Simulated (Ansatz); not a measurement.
CH$_{4}$ClGa

The calculation's input:

```
crystal:
  periodic: [false, false, false]
  atoms:
    - { symbol: Ga, position_ang: [0.0, 0.0, 0.0] }
    - { symbol: H, position_ang: [0.0, 0.0, 1.57] }
    - { symbol: C, position_ang: [1.7147, 0.0, -0.99] }
    - { symbol: H, position_ang: [2.0443, -1.0462, -1.1602] }
    - { symbol: H, position_ang: [1.5782, 0.508, -1.9674] }
    - { symbol: H, position_ang: [2.4842, 0.5381, -0.3982] }
    - { symbol: Cl, position_ang: [-1.9398, 0.0, -1.12] }
basis:
  gaussian: { orbitals: def2-SVP }
hamiltonian:
  xc: pbe
  dispersion: d4
relax:
  f_tol: 0.02
  max_steps: 40
output:
  orbitals: {}
```

Run with:

```sh
ansatz run input.yaml --threads 1 --pin off --max-ram 2048MiB --backend cpu --events-out ev --progress --plain --runs-dir out
```

The fields are those of the run's last geometry, not of the input's.

Method: RKS PBE-D4/def2-SVP in Ansatz 0.2.0.

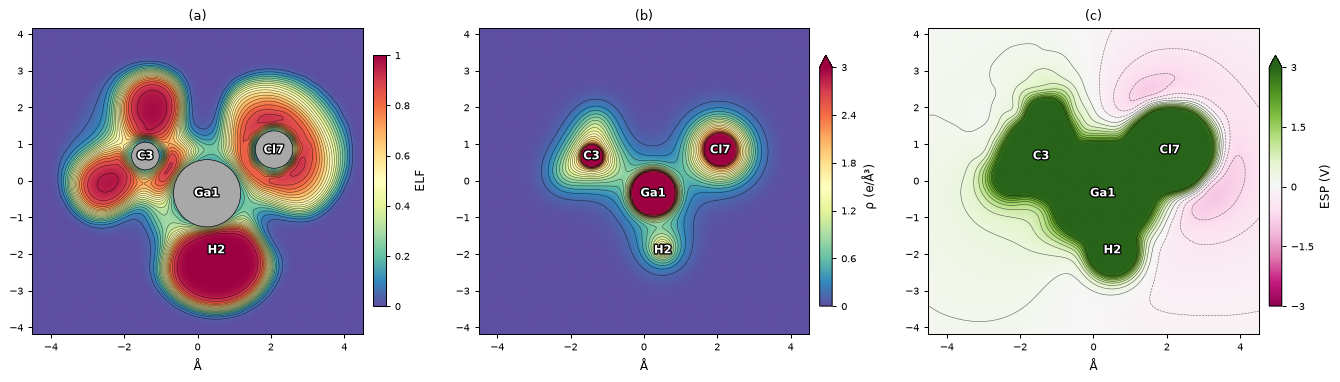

Figure 1. (a) electron localisation function; (b) total electron density; (c) electrostatic potential on the plane of atoms H2, Ga1 and Cl7. Grey discs cover the atomic cores in the ELF map.

What do the fields say about this system?

Answer. Atoms in the plane: Ga, H, C and Cl.
C–Ga (1.96 Å): ρ at the midpoint is about 0.79 e/Å³; the ELF peaks at about 0.90 in the valence shell of C, 0.7 Å from its nucleus, and is about 0.60 at the midpoint.
Ga–Cl (2.18 Å): ρ at the midpoint is about 0.64 e/Å³; the ELF peaks at about 0.85 in the valence shell of Cl, 0.8 Å from its nucleus, and is about 0.55 at the midpoint.
Ga–H (1.57 Å): the density is about 0.97 e/Å³ at the midpoint; the ELF climbs to about 1 towards the hydrogen.
The ELF also peaks beside Cl7, away from the bonds: lone-pair regions.
Outside the dense part of the molecule the potential is most negative (−0.9 V) near Cl7.

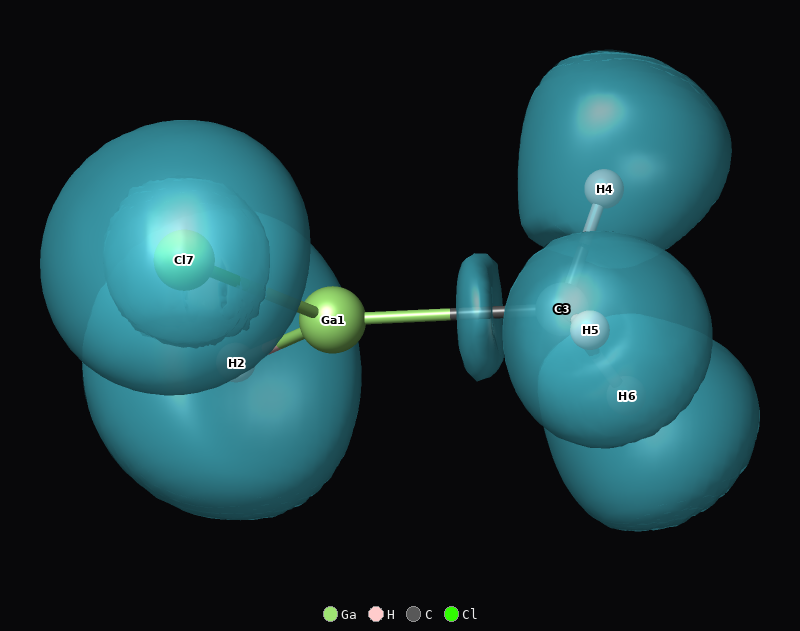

Figure 2. Isosurface of the ELF at 0.8 (cyan), seen from one side. Only the valence region is drawn (cores and ρ < 0.01 e/Å³ removed).

Identify the bonds, lone pairs and shells in this picture.

Answer. The surface consists of four regions around hydrogen nuclei, one lobe of the valence shell of C pointing towards Ga (polar bonds) and one region wrapped around Cl (its valence shell).

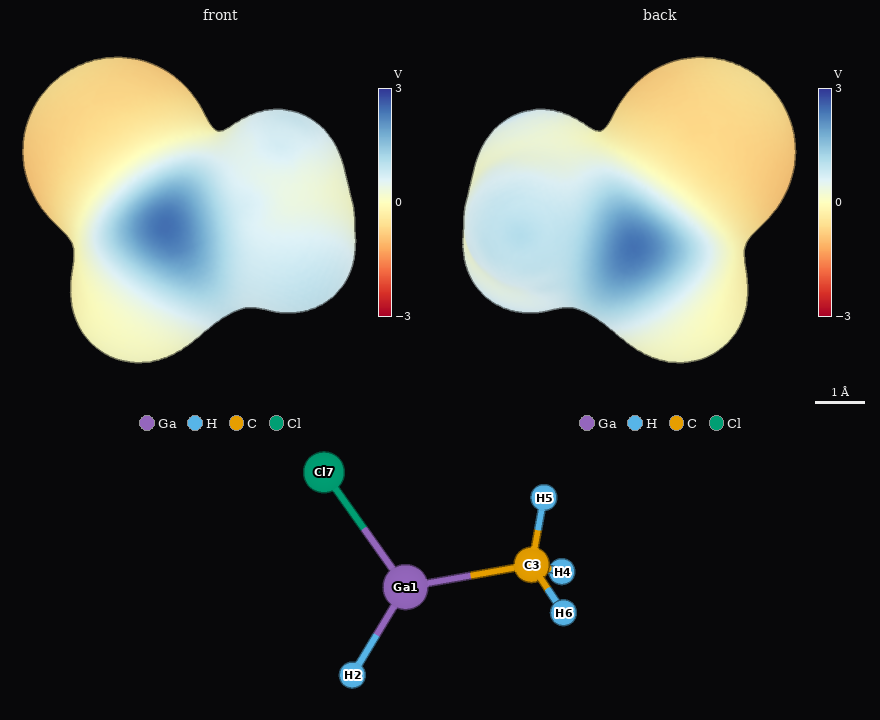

Figure 3. The molecular electrostatic potential painted on the density surface at 0.002 e/bohr³, seen from the front and from behind; the colour scale runs from red (negative) to blue (positive). The bare structure is drawn below in the same view.

Describe the electrostatic potential map.

Answer. The most negative region (about −0.9 V) lies over Cl7, the most positive (about +2.4 V) over Ga1.
